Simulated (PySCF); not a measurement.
## A study: C3H2O, SMILES `O=C1C=C1`

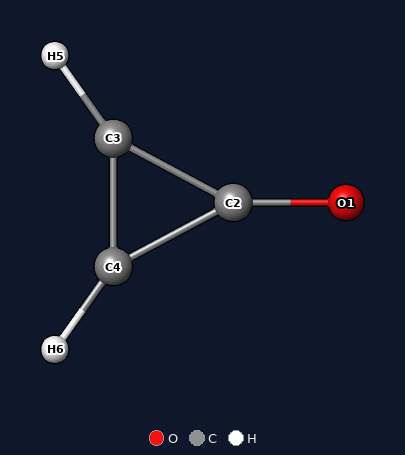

The molecule, with its atoms numbered as below. No frequency check shows the geometry to be a minimum.

Geometry (Å), atoms numbered from 1:

```
O1      -1.5247   -0.0000    0.0000
C2      -0.3353    0.0001    0.0000
C3       0.9270   -0.6746    0.0000
C4       0.9271    0.6745    0.0000
H5       1.5424   -1.5468    0.0000
H6       1.5425    1.5468    0.0000
```

### 1. Bonding charge

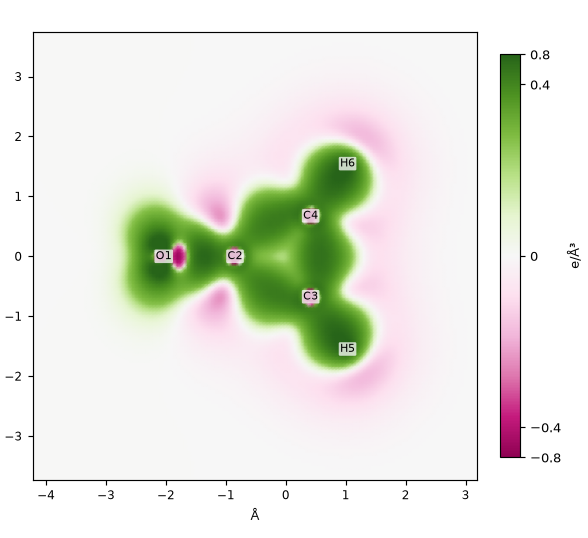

Deformation density (molecule less spherical, spin-averaged free atoms) in the molecular plane; colour scale in e/Å³, logarithmic beyond ±0.1; green: gain, pink: loss.

Computed with PySCF, PBE0/def2-SVPD, geometry: GFN2-xTB.

**Describe the bonding that the map shows.**

C3–H5 and C4–H6: +0.75 e/Å³ at the bond critical point (bond length 1.07 Å). O1–C2: +0.66 e/Å³ at the bond critical point (bond length 1.19 Å). C3–C4: +0.56 e/Å³ at the bond critical point (bond length 1.35 Å). C2–C4 and C2–C3: +0.42 e/Å³ at the bond critical point (bond length 1.43 Å). In all, 1.5 electrons gather in the regions of gain relative to the promolecule.

**Where do the Hirshfeld charges lie?**

The highest Hirshfeld charge is on C2 (+0.13 e), the lowest on O1 (−0.30 e).

| atom | charge (e) |
| --- | --- |
| O1 | −0.30 |
| C2 | +0.13 |
| C3 | 0.00 |
| C4 | 0.00 |
| H5 | +0.09 |
| H6 | +0.09 |

### 2. Bond critical points

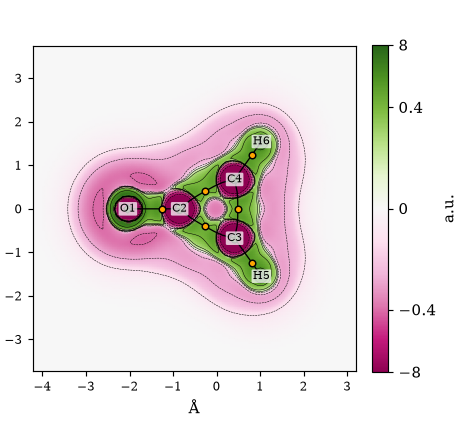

Negative Laplacian of the density (−∇²ρ) in the molecular plane (green positive, pink negative, colour scale in a.u., logarithmic beyond ±0.04), with bond paths and bond critical points (dots).

**Sort the bonds in the plane by the sign of ∇²ρ at their critical points.**

Concentrated (∇²ρ < 0): C3–C4 (−0.68 a.u.); C3–H5 and C4–H6 (−1.17 a.u.); C2–C4 and C2–C3 (−0.48 a.u.). Depleted (∇²ρ > 0): O1–C2 (+0.44 a.u., H = −0.751). A positive Laplacian with clearly negative H marks a strongly polar covalent bond, whose critical point lies close to the core of the less electronegative atom.

**Where along O1–C2 does the critical point lie?**

0.79 Å from O1 and 0.40 Å from C2.

### 3. Local ionisation energy

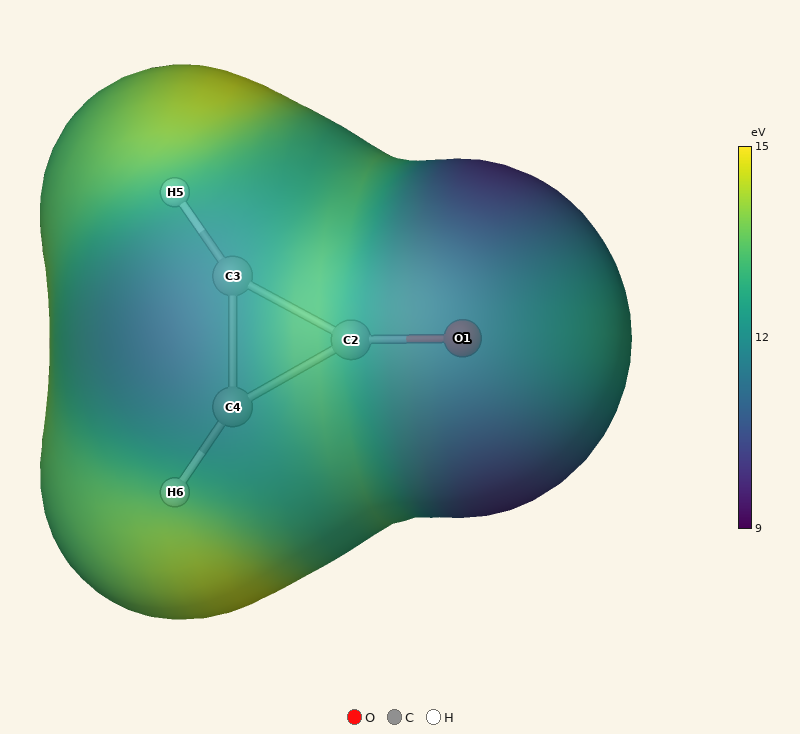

Average local ionisation energy on the surface of electron density 0.001 a.u.

**Where are the most loosely bound electrons on this surface?**

The lowest value is 9.8 eV, 1.8 Å from O1, and at like points elsewhere. Further minima include 11.0 eV, off the C3–C4 bond (2.1 to 2.2 Å from its atoms), and at like points elsewhere; 13.2 eV, 1.3 Å from H6, and at like points elsewhere. For comparison, the highest occupied orbital lies at −7.1 eV.

**What volume does the surface enclose, and what is the dipole moment?**

About 70 Å³; the dipole moment is 4.3 D.

### 4. In an electric field

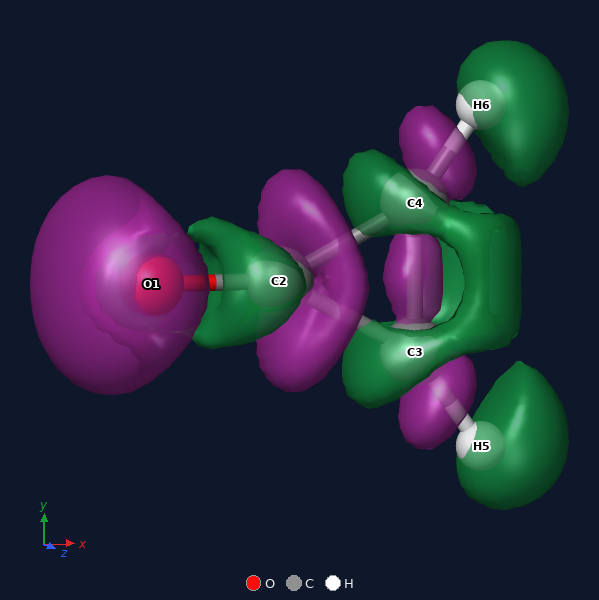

Change of the electron density in a uniform field of 0.21 V/Å, surfaces at ±0.002 e/Å³ (green: gain, purple: loss).

PySCF calculation, B3LYP/def2-SVPD, gas phase; geometry: GFN2-xTB.

The field was applied in both directions; the picture shows the one opposite to the script's first.

**Along which Cartesian direction does the field point?**

Along −x: electrons gather on the +x side, against the field.

**What dipole is induced, and what polarisability does it imply?**

The induced dipole is 0.45 D (along the field); α along this axis, from the fields in both directions, is 45 bohr³ (6.6 Å³).

### 5. The π system

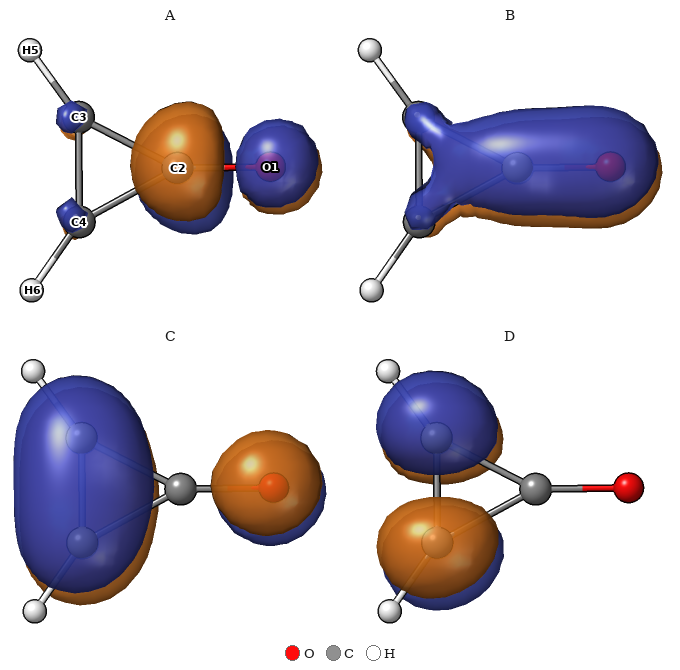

Natural orbitals of the π active space, CASSCF(4,4), singlet state, in random order.

Computed with PySCF, def2-TZVP basis, geometry: GFN2-xTB.

**Which orbitals are strongly, which singly and which weakly occupied?**

Strongly: B (1.96), C (1.93). Weakly: D (0.06), A (0.04). Broadly, orbitals with more nodes between bonded atoms hold fewer electrons.

**How multiconfigurational is the state?**

The leading determinant weighs 0.95; the effective number of unpaired electrons, Σ n²(2−n)², is 0.05; the most occupied of the weakly occupied orbitals holds 0.06 e, as in an ordinary closed-shell π system. The active space lowers the energy by 1.24 eV against Hartree–Fock.

**Where does the lowest triplet lie relative to the singlet, at this geometry and within this active space?**

5.14 eV above it by strongly contracted NEVPT2 (+4.61 eV by CASSCF); a small basis tends to put such gaps a few tenths of an eV too high. This is a vertical energy for π states alone; a state that uses lone pairs or σ orbitals may lie lower.

The PySCF runs shown took 9.6 s, 20 s and 89 s on 1 thread of Arm Neoverse N1, with other jobs on the host.
